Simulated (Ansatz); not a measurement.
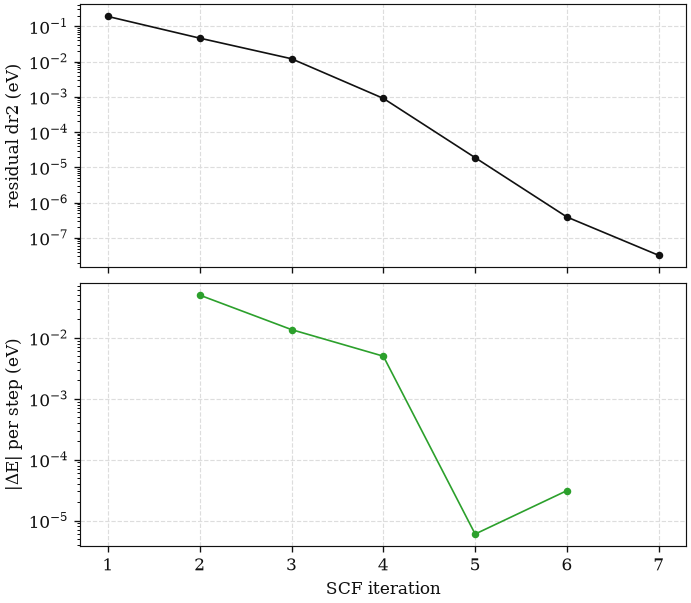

The plot shows the SCF iterations of a calculation: density residual dr2, step-to-step change of the Harris–Foulkes energy. Energy differences below 3 × 10⁻⁶ eV aren't drawn. The starting density is a sum of atomic densities corrected by a trained network.

Si₅Ge (6 atoms in the cell), run with Ansatz.

```
crystal:
  lattice:
    - [3.288284203, 0.0, 0.0]
    - [0.0, 3.290143635, 0.0]
    - [0.0, 0.0, 8.6109639847]
  atoms:
    - { symbol: Si, position: [0.0, 0.0, 0.8420949374] }
    - { symbol: Si, position: [0.5, 0.5, 0.0] }
    - { symbol: Si, position: [0.0, 0.0, 0.1579050626] }
    - { symbol: Si, position: [0.5, 0.5, 0.3018637063] }
    - { symbol: Si, position: [0.5, 0.5, 0.6981362937] }
    - { symbol: Ge, position: [0.0, 0.0, 0.5] }
basis:
  ecutwfc: 420
kpoints:
  mp_grid: { grid: [12, 12, 4] }
hamiltonian:
  xc: pbe
scf:
  occupations: { method: fermi_dirac, width: 5.0 }
  max_iter: 75
output:
  forces: true
  eigenvalues: true
  stress: true
```

Command:
```bash
ansatz run input.yaml --threads 1 --pin off --max-ram 2560MiB --backend cpu --events-out ev --progress --plain --runs-dir out
```

**Was self-consistency reached?**

The run converged; it took 7 iterations. The residual falls at every step.

**What is the residual at the start and at the end?**

It starts near 0.2 and ends near 3 × 10⁻⁸ eV.

**Is anything amiss with this input?**

The input holds a fault (a smearing of electronvolts). The SCF closed all the same, which doesn't make the results meaningful for the real system.
